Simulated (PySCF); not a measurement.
# OF₂: NMR shifts at several levels of theory, part 2 of 2

PySCF 2.14.0. Atoms count from 0. The steps go on from the part before.

## (12) Nuclear shieldings: B3LYP/pcSseg-2

The job: settings as JSON, then the geometry in Å.

```
{"job": {"kind": "nmr", "xc": "B3LYP", "basis": "pcSseg-2", "pop": false}, "charge": 0, "multiplicity": 1}
F     -1.093230     0.257069    -0.000000
O      0.264053     0.500531     0.000000
F      0.829177    -0.757599     0.000000
```

Level: GIAO B3LYP/pcSseg-2 NMR shielding, non-relativistic, gas phase.

Log:

```text
coarse grid: 3264 points
cycle   1  E = -274.7480529579  dE =  3.084e-01  |g| = 5.708e-01  |ddm| = 1.241e+00
cycle   2  E = -274.5952353867  dE =  1.528e-01  |g| = 1.152e+00  |ddm| = 5.097e-01
cycle   3  E = -274.7914107129  dE = -1.962e-01  |g| = 1.423e-01  |ddm| = 3.929e-01
cycle   4  E = -274.7943558692  dE = -2.945e-03  |g| = 2.330e-02  |ddm| = 5.756e-02
cycle   5  E = -274.7944195519  dE = -6.368e-05  |g| = 6.931e-03  |ddm| = 9.733e-03
cycle   6  E = -274.7944270494  dE = -7.497e-06  |g| = 5.015e-04  |ddm| = 3.659e-03
final grid: 34416 points
cycle   7  E = -274.7835322546  dE = -1.015e-05  |g| = 1.469e-03  |ddm| = 6.249e-03
cycle   8  E = -274.7835318073  dE =  4.473e-07  |g| = 2.156e-03  |ddm| = 1.543e-03
cycle   9  E = -274.7835325049  dE = -6.977e-07  |g| = 7.407e-04  |ddm| = 9.925e-04
cycle  10  E = -274.7835325797  dE = -7.481e-08  |g| = 9.481e-05  |ddm| = 2.421e-04
cycle  11  E = -274.7835325806  dE = -8.657e-10  |g| = 5.556e-05  |ddm| = 5.374e-05
cycle  12  E = -274.7835325810  dE = -4.193e-10  |g| = 1.808e-05  |ddm| = 2.474e-05
converged SCF energy = -274.7835325810

GIAO shielding tensors (ppm)
atom      isotropic    diamagn.    paramagn.     s11        s22        s33       span
  0 F      -18.845     467.974    -486.819   -469.202     69.827    342.841    812.043
  1 O     -498.480     374.663    -873.143   -587.891   -502.154   -405.394    182.497
  2 F      -19.059     467.978    -487.037   -469.980     69.667    343.135    813.115
```

Wall time 2.1 s (1 thread of Arm Neoverse V1, shared host); peak memory 0.36 GiB.

This run: δ F0 188.7, O1 824.3 ppm (means over like atoms).

## (13) Nuclear shieldings: PBE0/pcSseg-2

The job: settings as JSON, then the geometry in Å.

```
{"job": {"kind": "nmr", "xc": "PBE0", "basis": "pcSseg-2", "pop": false}, "charge": 0, "multiplicity": 1}
F     -1.093230     0.257069    -0.000000
O      0.264053     0.500531     0.000000
F      0.829177    -0.757599     0.000000
```

Method: GIAO PBE0/pcSseg-2 NMR shielding, non-relativistic, gas phase.

Log:

```text
coarse grid: 3264 points
cycle   1  E = -274.4731018616  dE =  2.993e-01  |g| = 5.772e-01  |ddm| = 1.239e+00
cycle   2  E = -274.3439932406  dE =  1.291e-01  |g| = 1.084e+00  |ddm| = 4.996e-01
cycle   3  E = -274.5191497944  dE = -1.752e-01  |g| = 1.298e-01  |ddm| = 3.684e-01
cycle   4  E = -274.5215345745  dE = -2.385e-03  |g| = 2.470e-02  |ddm| = 5.200e-02
cycle   5  E = -274.5216086667  dE = -7.409e-05  |g| = 6.131e-03  |ddm| = 1.031e-02
cycle   6  E = -274.5216145528  dE = -5.886e-06  |g| = 4.439e-04  |ddm| = 3.146e-03
final grid: 34416 points
cycle   7  E = -274.5144874437  dE = -1.690e-05  |g| = 4.386e-03  |ddm| = 8.374e-03
cycle   8  E = -274.5144774750  dE =  9.969e-06  |g| = 9.070e-03  |ddm| = 4.413e-03
cycle   9  E = -274.5144902808  dE = -1.281e-05  |g| = 4.381e-04  |ddm| = 3.051e-03
cycle  10  E = -274.5144903032  dE = -2.239e-08  |g| = 1.179e-04  |ddm| = 1.843e-04
cycle  11  E = -274.5144903053  dE = -2.085e-09  |g| = 3.794e-05  |ddm| = 5.825e-05
cycle  12  E = -274.5144903055  dE = -1.744e-10  |g| = 1.565e-05  |ddm| = 1.801e-05
converged SCF energy = -274.5144903055

GIAO shielding tensors (ppm)
atom      isotropic    diamagn.    paramagn.     s11        s22        s33       span
  0 F       -3.120     467.507    -470.627   -446.988     85.819    351.810    798.798
  1 O     -473.104     374.885    -847.988   -566.301   -473.382   -379.628    186.673
  2 F       -3.350     467.511    -470.861   -447.794     85.652    352.091    799.885
```

It took 2.1 s on 1 thread of Arm Neoverse V1, shared host; peak memory 0.36 GiB.

This run: δ F0 179.0, O1 801.3 ppm (means over like atoms).

## (14) NMR shieldings: mPW1PW91/pcSseg-2

The job: settings as JSON, then the geometry in Å.

```
{"job": {"kind": "nmr", "xc": "mPW1PW91", "basis": "pcSseg-2", "pop": false}, "charge": 0, "multiplicity": 1}
F     -1.093230     0.257069    -0.000000
O      0.264053     0.500531     0.000000
F      0.829177    -0.757599     0.000000
```

Level: GIAO mPW1PW91/pcSseg-2 NMR shielding, non-relativistic, gas phase.

Log:

```text
coarse grid: 3264 points
cycle   1  E = -274.6688581624  dE =  2.978e-01  |g| = 5.815e-01  |ddm| = 1.236e+00
cycle   2  E = -274.5368443645  dE =  1.320e-01  |g| = 1.096e+00  |ddm| = 5.009e-01
cycle   3  E = -274.7154680059  dE = -1.786e-01  |g| = 1.272e-01  |ddm| = 3.697e-01
cycle   4  E = -274.7177771355  dE = -2.309e-03  |g| = 2.342e-02  |ddm| = 5.077e-02
cycle   5  E = -274.7178431713  dE = -6.604e-05  |g| = 6.015e-03  |ddm| = 9.494e-03
cycle   6  E = -274.7178488254  dE = -5.654e-06  |g| = 4.805e-04  |ddm| = 3.058e-03
final grid: 34416 points
cycle   7  E = -274.7099667484  dE = -1.313e-05  |g| = 3.670e-03  |ddm| = 7.143e-03
cycle   8  E = -274.7099597867  dE =  6.962e-06  |g| = 7.592e-03  |ddm| = 3.696e-03
cycle   9  E = -274.7099687406  dE = -8.954e-06  |g| = 3.532e-04  |ddm| = 2.534e-03
cycle  10  E = -274.7099687544  dE = -1.379e-08  |g| = 1.214e-04  |ddm| = 1.506e-04
cycle  11  E = -274.7099687561  dE = -1.682e-09  |g| = 6.599e-05  |ddm| = 6.455e-05
cycle  12  E = -274.7099687568  dE = -6.520e-10  |g| = 1.064e-05  |ddm| = 2.649e-05
converged SCF energy = -274.7099687568

GIAO shielding tensors (ppm)
atom      isotropic    diamagn.    paramagn.     s11        s22        s33       span
  0 F       -4.905     467.652    -472.557   -449.394     82.425    352.255    801.649
  1 O     -474.842     375.124    -849.966   -567.941   -473.898   -382.687    185.254
  2 F       -5.141     467.656    -472.797   -450.202     82.243    352.537    802.739
```

Run time: 2.1 s. Hardware: 1 thread of Arm Neoverse V1, shared host; peak memory 0.36 GiB.

In short: δ F0 182.2, O1 801.9 ppm (means over like atoms).

## (15) Comparing the runs: NMR shifts

Shifts (ppm), means over like atoms, with basis size and wall time:

| run | F0 | O1 | functions | time |
| --- | --- | --- | --- | --- |
| HF/pcSseg-2 | 177.8 | 690.9 | 108 | 0.9 s |
| LDA/pcSseg-2 | 177.6 | 900.3 | 108 | 2.5 s |
| PBE/pcSseg-2 | 177.4 | 861.0 | 108 | 3 s |
| BLYP/pcSseg-2 | 187.9 | 871.0 | 108 | 3 s |
| BP86/pcSseg-2 | 177.7 | 856.1 | 108 | 2.9 s |
| OPBE/pcSseg-2 | 170.3 | 828.0 | 108 | 3 s |
| KT2/pcSseg-2 | 156.3 | 790.4 | 108 | 3.3 s |
| KT3/pcSseg-2 | 167.1 | 796.7 | 108 | 3.3 s |
| B97-D/pcSseg-2 | 184.0 | 847.2 | 108 | 3 s |
| B3LYP/pcSseg-2 | 188.7 | 824.3 | 108 | 2.1 s |
| PBE0/pcSseg-2 | 179.0 | 801.3 | 108 | 2.1 s |
| mPW1PW91/pcSseg-2 | 182.2 | 801.9 | 108 | 2.1 s |

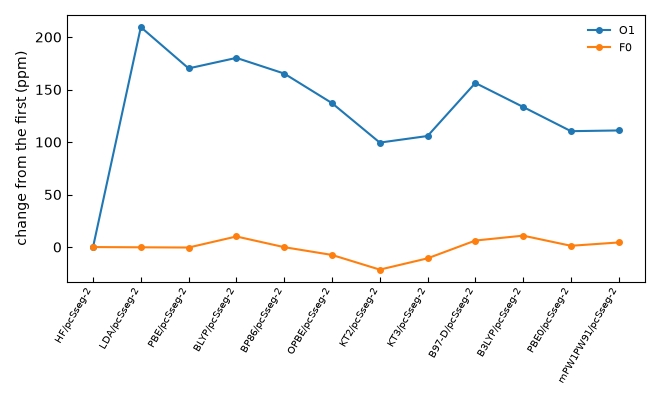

How the tabulated atoms move from run to run.

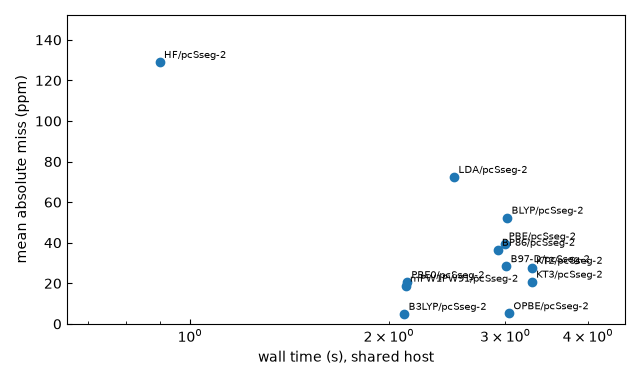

Cost against miss for the one measured ¹⁷O shielding.

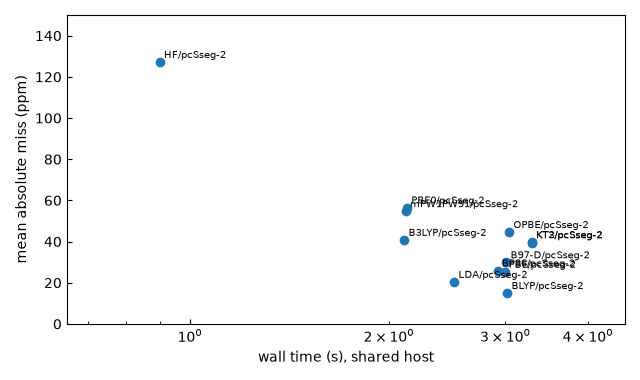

Cost against miss for the one measured ¹⁹F shielding.

## (16) Summary of results

The summary covers parts 1 to 2.

```
                                                               quantity                                      value
                                                            point group                                        C2v
                                   rotational constants (main isotopes)                     62.31, 11.26, 9.54 GHz
¹⁹F shifts against CFCl3 (HF/pcSseg-2, means over atoms taken as alike)                                  177.8 ppm
                                   ¹⁷O shifts against H2O (HF/pcSseg-2)                                  690.9 ppm
                               measured, and computed on the same scale  O1 σ -493.6, -364.6; F0 σ -59.7, 67.5 ppm
                                               range of the shift of O1                         690.9 to 900.3 ppm
```

In words: Single values in the summary come from the first run of each kind that ended normally (HF/pcSseg-2), which need not be the best level. Over 4 steps the energy fell by 0.115 eV; of the close pairs, F0–O1 changed most, 1.416 to 1.379 Å. At HF/pcSseg-2: The widest tensor belongs to F0, F2: span 791 ppm, with a paramagnetic part of -399 ppm. The one measured ¹⁷O shielding is missed by +129.0 ppm (computed less measured, unscaled). Vibration and temperature are missing from the calculation, so part of the miss against the measured shifts is not the functional's. Across the 12 runs the shift of O1 moves most, between 690.9 (HF/pcSseg-2) and 900.3 ppm (LDA/pcSseg-2). For the one measured ¹⁷O shielding, B3LYP/pcSseg-2 misses least (4.9 ppm, 2.1 s) and HF/pcSseg-2 most (129.0 ppm, 0.9 s). For the one measured ¹⁹F shielding, BLYP/pcSseg-2 misses least (14.9 ppm, 3 s) and HF/pcSseg-2 most (127.2 ppm, 0.9 s). One molecule ranks no method: errors cancel, and vibration and temperature are missing from all runs.
